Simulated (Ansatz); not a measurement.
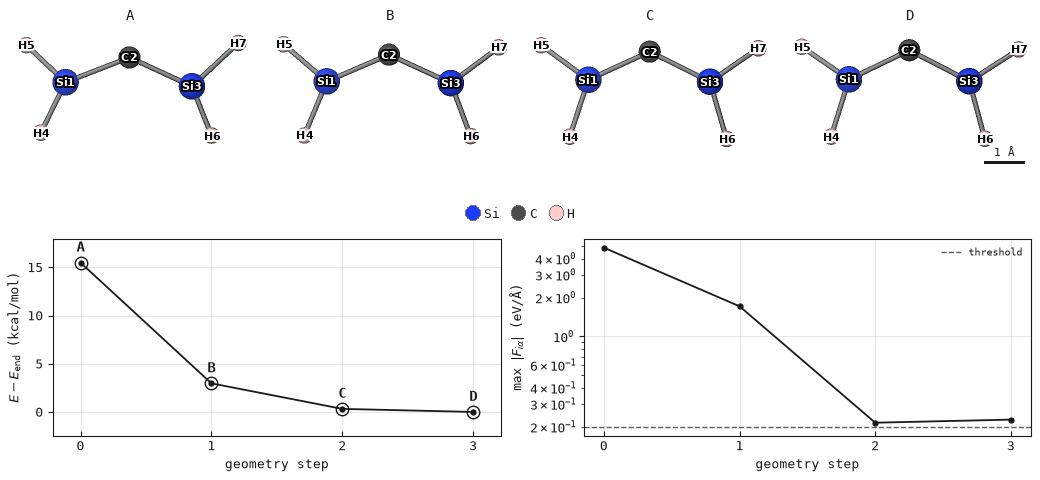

Frames of a relaxation of CH₄Si₂, marked on the history of the run. The picture is a ball-and-stick view, seen face on.

Computed with Ansatz 0.2.0, RKS PBE-D4/def2-SVPD.

Input file:
```yaml
crystal:
  periodic: [false, false, false]
  atoms:
    - {symbol: Si, position_ang: [-1.328547, 0.370693, -0.838184]}
    - {symbol: C, position_ang: [0.389144, 0.224661, -0.475482]}
    - {symbol: Si, position_ang: [1.300552, -0.363622, 0.907385]}
    - {symbol: H, position_ang: [-2.567149, 0.218273, -0.136021]}
    - {symbol: H, position_ang: [-1.662028, 0.670889, -2.167990]}
    - {symbol: H, position_ang: [1.022978, -0.747585, 2.173783]}
    - {symbol: H, position_ang: [2.875010, -0.501847, 0.580906]}
basis:
  gaussian: {orbitals: def2-SVPD}
hamiltonian: {xc: pbe, dispersion: d4}
relax: {f_tol: 0.2, max_steps: 5, max_displacement: 0.5}
```

Run as
```bash
ansatz run in.yaml --threads 2 --pin off --events-out ev --progress --plain --max-ram 3481MiB
```

### What happens along the run?

The relaxation stopped without meeting its thresholds, so the last structure isn't shown to be converged. After 3 geometry steps the energy has fallen by 15.5 kcal/mol. The largest force component goes from 4.9 to 0.23 eV/Å. The atom that moves furthest after the best rigid fit is H4 (0.29 Å). Largest moves by element: H 0.29 Å, C 0.18 Å, Si 0.15 Å. Among the contacts that change: Si3–H6 1.352 → 1.518 Å, Si3–H7 1.614 → 1.496 Å, Si1–H5 1.403 → 1.502 Å, Si1–H4 1.432 → 1.528 Å. Bond angles that change, for instance: C2–Si3–H7 112.0° → 120.0°, Si1–C2–Si3 134.1° → 126.9°, C2–Si1–H4 137.2° → 132.6°. Cost: 7 s on 2 threads of Arm Neoverse V2 (shared host). From step 0 to 1: H atoms move most (0.12 Å), energy −12.5 kcal/mol. From step 1 to 2: H4 moves most (0.14 Å), energy −2.65 kcal/mol. From step 2 to 3: C2 moves most (0.10 Å), energy −0.32 kcal/mol.
